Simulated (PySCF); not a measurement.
## A study: Cu(AsH3)Me (CH₆AsCu)

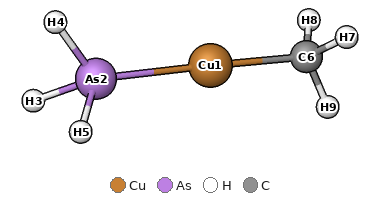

The molecule, with its atoms numbered as below. No frequency check shows the geometry to be a minimum.

Coordinates in Å:

```
Cu1     -0.9234   -0.0124   -0.0003
As2      1.4375    0.0017    0.0001
H3       2.2311    0.5323   -1.1343
H4       2.3048   -1.1931    0.1393
H5       2.2195    0.7730    0.9958
C6      -2.9000    0.0187    0.0005
H7      -3.3469   -0.4573    0.8778
H8      -3.3475   -0.4912   -0.8573
H9      -3.3207    1.0278   -0.0191
```

Part 1: Bonding charge

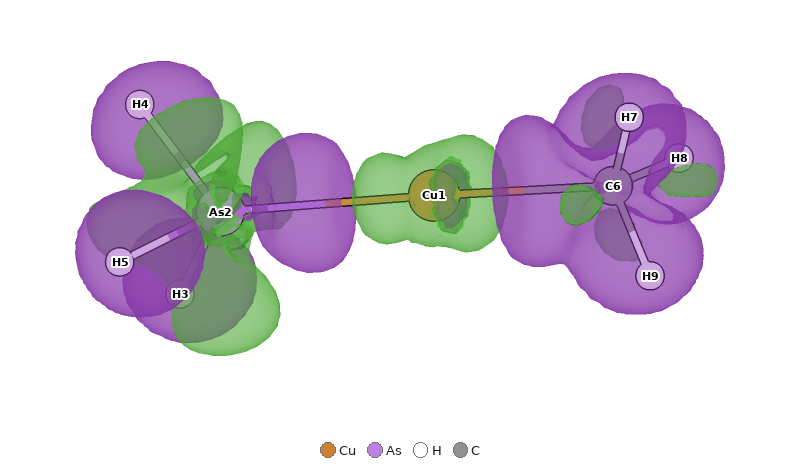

Deformation density (molecule less spherical, spin-averaged free atoms at the same positions), surfaces at ±0.04 e/Å³; purple: gain, green: loss.

Method: B3LYP/def2-TZVP; geometry: GFN2-xTB; program: PySCF. This is a single-reference result, which may miss multireference character in this system.

Describe the bonding that the map shows.

Answer. C6–H9: +0.65 e/Å³ at the bond critical point (bond length 1.09 Å, Mayer order 1.0). C6–H7: +0.65 e/Å³ at the bond critical point (bond length 1.09 Å, Mayer order 1.0). C6–H8: +0.65 e/Å³ at the bond critical point (bond length 1.09 Å, Mayer order 1.0). As2–H5: +0.29 e/Å³ at the bond critical point (bond length 1.48 Å, Mayer order 0.9). As2–H3: +0.29 e/Å³ at the bond critical point (bond length 1.48 Å, Mayer order 0.9). As2–H4: +0.29 e/Å³ at the bond critical point (bond length 1.48 Å, Mayer order 0.9). Cu1–C6: +0.15 e/Å³ at the bond critical point (bond length 1.98 Å, Mayer order 0.9). Cu1–As2: +0.07 e/Å³ at the bond critical point (bond length 2.36 Å, Mayer order 0.7). In all, 1.8 electrons gather in the regions of gain relative to the promolecule. A small or negative value marks a very polar bond, one between electron-rich atoms, whose free-atom densities already overlap strongly, a long bond to a heavier atom, or a closed-shell contact such as a hydrogen bond.

Part 2: Bond critical points

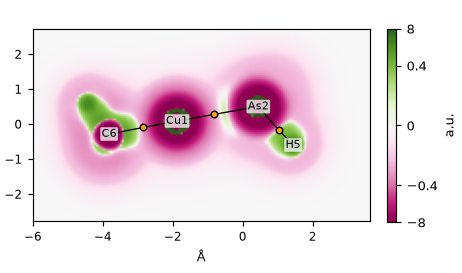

Negative Laplacian of the density (−∇²ρ) in the plane of Cu1, As2, H5 and C6 (green positive, pink negative, colour scale in a.u., logarithmic beyond ±0.04), with bond paths and bond critical points (dots).

Sort the bonds in the plane by the sign of ∇²ρ at their critical points.

Answer. Concentrated (∇²ρ < 0): As2–H5 (−0.12 a.u.). Depleted (∇²ρ > 0): Cu1–C6 (+0.18 a.u., H = −0.045); Cu1–As2 (+0.15 a.u., H = −0.020). A positive Laplacian with negative H is typical of metal–ligand bonds.

Where along As2–H5 does the critical point lie?

Answer. 0.89 Å from As2 and 0.59 Å from H5.

Part 3: Local ionisation energy

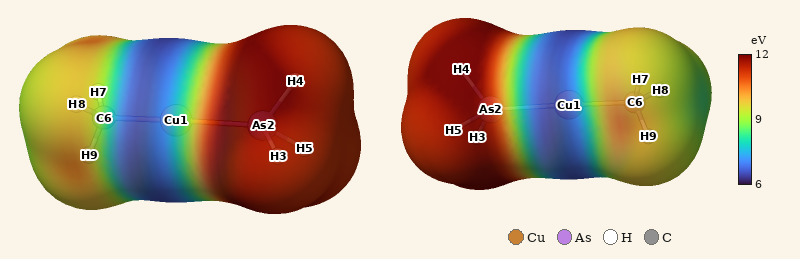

Average local ionisation energy on the surface of electron density 0.001 a.u. (back view left, front view right).

Where are the most loosely bound electrons on this surface?

Answer. The lowest value is 6.5 eV, 2.2 Å from Cu1. Further minima include 8.3 eV, near H7 (1.87 Å), H8 (1.93 Å), H9 (1.94 Å) and C6 (2.07 Å); 11.1 eV, 1.5 Å from H5, and at like points elsewhere. For comparison, the highest occupied orbital lies at −5.8 eV.

Part 4: Removing or adding an electron

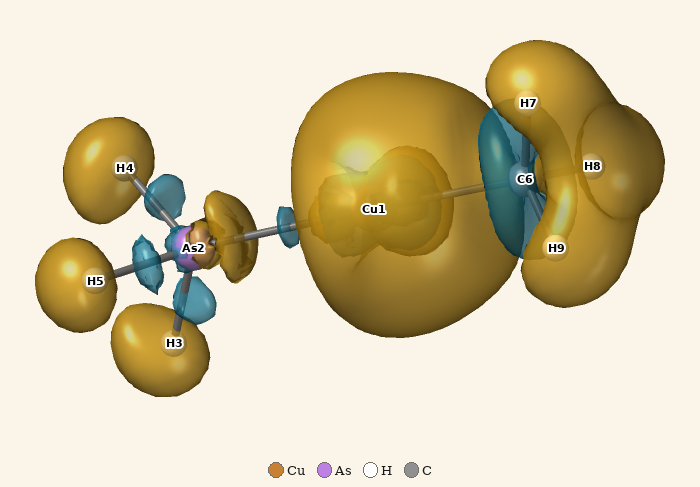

Fukui function f⁻ = ρ(N) − ρ(N−1) at fixed geometry, surfaces at ±0.015 e/Å³ (yellow positive, teal negative).

Level of theory: PBE/def2-SVPD (PySCF), at a geometry from GFN2-xTB. This is a single-reference result, which may miss multireference character in this system.

Which atoms respond most to the removal of an electron?

Answer. f⁻ (Hirshfeld-condensed) is largest on Cu1 (0.39); the vertical ionisation energy is 7.99 eV (the stability of the cation's solution wasn't checked). Condensed values hint at sites of electrophilic attack but needn't mark the atom that reacts. Orbital relaxation makes it negative in places (0.20 e in all).
